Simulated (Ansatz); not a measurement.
Si$_{2}$O

```
O Si
1.0
     3.90033    0.00000    0.00000
    -1.95017    3.37779    0.00000
     0.00000    0.00000    2.98226
O Si
1 2
Direct
  0.00000 0.00000 0.00000
  0.33333 0.66667 0.50000
  0.66667 0.33333 0.50000
```

Space group P6/mmm; built by placing these elements on a known structure type; computed pressure about 5 GPa in this cell.

All numbers below come from DFT, PAW plane waves, PBE in Ansatz 0.2.0.

Question: Predict the valence pseudo-density and electron localisation function between the atoms.

Answer: Si–O (2.70 Å): ρ at the midpoint is about 0.18 e/Å³; the ELF is about 0.15 at the midpoint: no shared electron pair shows on this line.
Bader's partition of the density gives O −0.93 and Si +0.46 e.

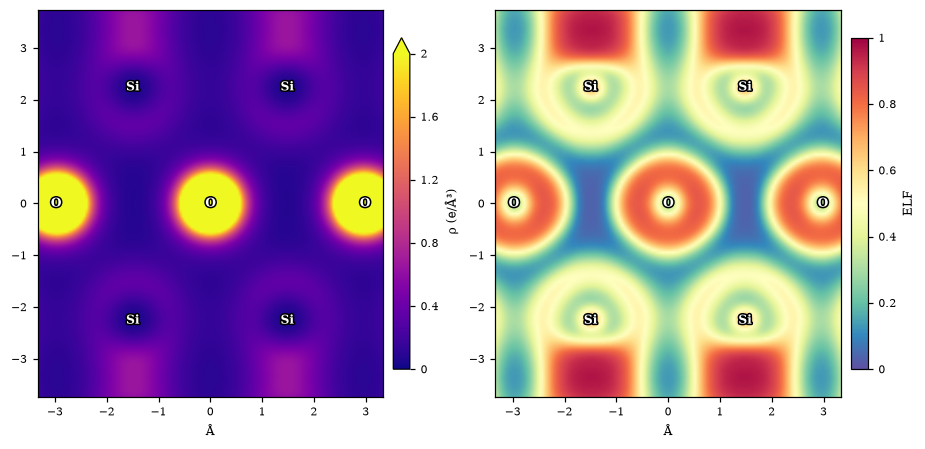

Computed valence pseudo-density and electron localisation function on the (110) plane of the conventional cell, in this order. 

In a PAW calculation such maps are meaningful between the atoms, not at the nuclei.
